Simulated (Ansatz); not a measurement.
## Run report: B$_{4}$, single-point calculation

System: B$_{4}$, multiplicity 5.
Method: UKS PBE0-D4/def2-TZVP (Ansatz 0.2.0).

The geometry comes from this level: PBE-D4/def2-TZVP.

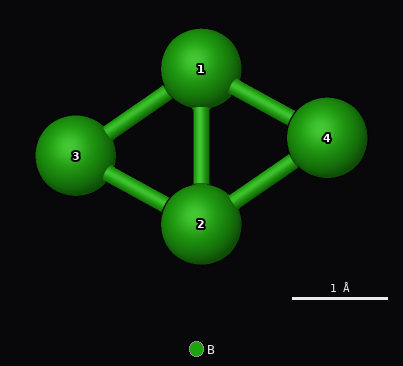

Figure 1. The input geometry (ball-and-stick view, seen at a tilt; atoms are numbered from 1 in the order of the input). Bond lengths as drawn: B–B 1.64 to 1.67 Å.

### Input
```yaml
crystal:
  periodic: [false, false, false]
  atoms:
    - {symbol: B, position_ang: [-0.462298, 0.693730, 0.038741]}
    - {symbol: B, position_ang: [0.462579, -0.693822, -0.033219]}
    - {symbol: B, position_ang: [-1.172237, -0.783596, 0.043181]}
    - {symbol: B, position_ang: [1.171956, 0.783697, -0.048702]}
basis:
  gaussian: {orbitals: def2-TZVP, initial_orbitals: start.molden}
magnetization: {spin_polarized: true, initial_magnetization: 4}
hamiltonian: {xc: pbe0, dispersion: d4}
output: {orbitals: {seedname: orbitals}}
```

Run on 4 threads of Arm Neoverse V2, 23 GiB of memory available, shared host.

Command:
```bash
ansatz run in.yaml --threads 4 --pin off --events-out ev --progress --plain --max-ram 3916MiB
```

### The program's output
```
Functional definition: PBE0
  name "PBE0"
  cite "Adamo & Barone, J. Chem. Phys. 110, 6158 (1999) doi:10.1063/1.478522"
  cite "Perdew, Burke & Ernzerhof, Phys. Rev. Lett. 77, 3865 (1996) doi:10.1103/PhysRevLett.77.3865"
  parent pbe
  parameter a = 0.25
  parameter kappa = 0.804
  parameter beta = 0.06672455060314922
  exchange = (1 - a)*pbe_x(kappa = kappa, mu = beta*pi^2/3) + a*exact_x
  correlation = pbe_c(beta = beta)
676 factors; their error is unknown
mean field evaluation 1: about -2692.2406 eV, gradient 4.0e0 eV
mean field evaluation 2: about -2692.2906 eV, gradient 5.2e-2 eV
mean field evaluation 4: about -2692.2982 eV, gradient 1.2e-4 eV
mean field evaluation 8: about -2688.5406 eV, gradient 2.4e1 eV
mean field evaluation 16: about -2692.2982 eV, gradient 3.1e-3 eV
mean field evaluation 32: about -2691.2942 eV, gradient 4.4e0 eV
mean field -2692.29816262 eV, -98.9401325711 hartree, gradient 1.5e-5 eV, S^2 6.009649; 5 other end points of the search recorded, 0 dependent functions left out
reference -2692.29819093 eV, -98.9401336115 hartree; 12, 8 occupied and 112, 116 virtual orbitals, 676 factors
Total energy: -2692.36948142 eV, -98.9427534884 hartree
```

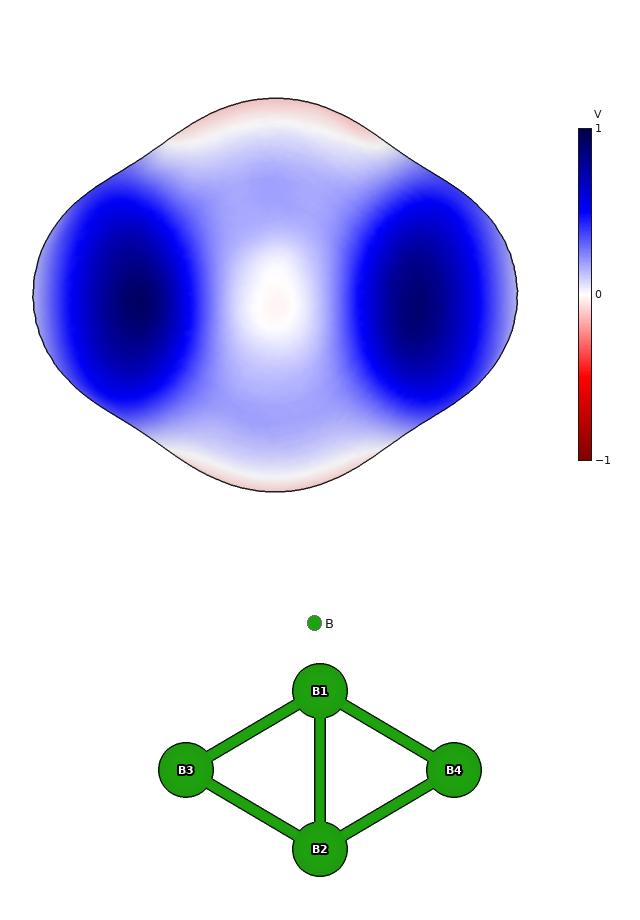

Figure 2. The electrostatic potential painted on the density surface at 0.002 e/bohr³, seen face on; red is negative and blue positive. The bare structure is drawn below in the same view.

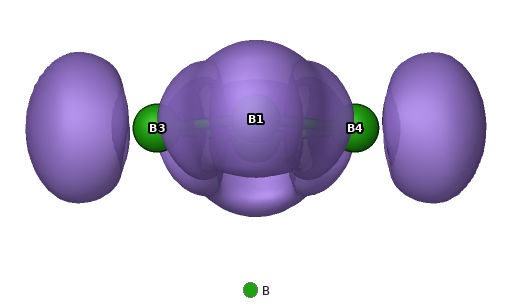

Figure 3. Isosurface of the ELF at 0.75 (purple), seen from the side. Only the valence region is drawn (cores and ρ < 0.01 e/Å³ removed). Along the contacts the grid gives the following.

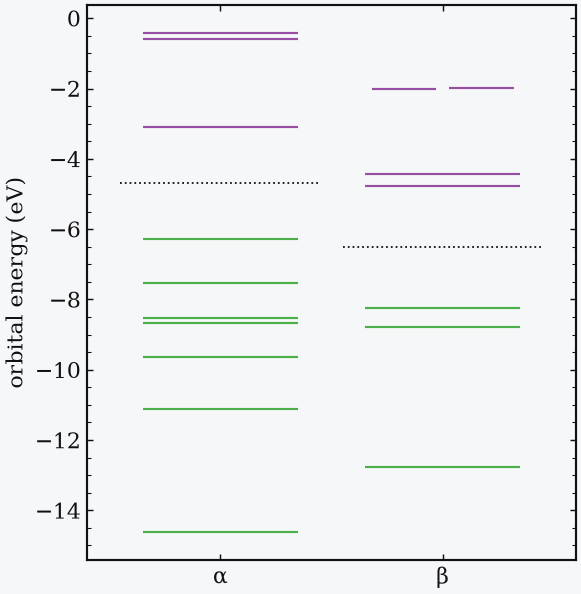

Figure 4. Orbital energies near the frontier for α and β spins; the dotted line parts filled from empty levels, and levels within 0.02 eV of each other stand side by side. α: highest filled −6.29 eV, lowest empty −3.10 eV, 3.19 eV apart; β: highest filled −8.23 eV, lowest empty −4.78 eV, 3.45 eV apart.

### Results in brief

| quantity | value |
| --- | --- |
| outcome | converged |
| total energy | −2692.3695 eV |
| mean-field energy | −2692.2982 eV |
| dispersion energy | −0.0713 eV |
| ⟨S²⟩ | 6.010 |
| SCF solution under orbital rotations | stable |
| HOMO (either spin) | −6.29 eV |
| LUMO (either spin) | −4.78 eV |
| wall time | 1.2 s (CPU time 4.3 s) |
| peak memory | 0.24 GiB |
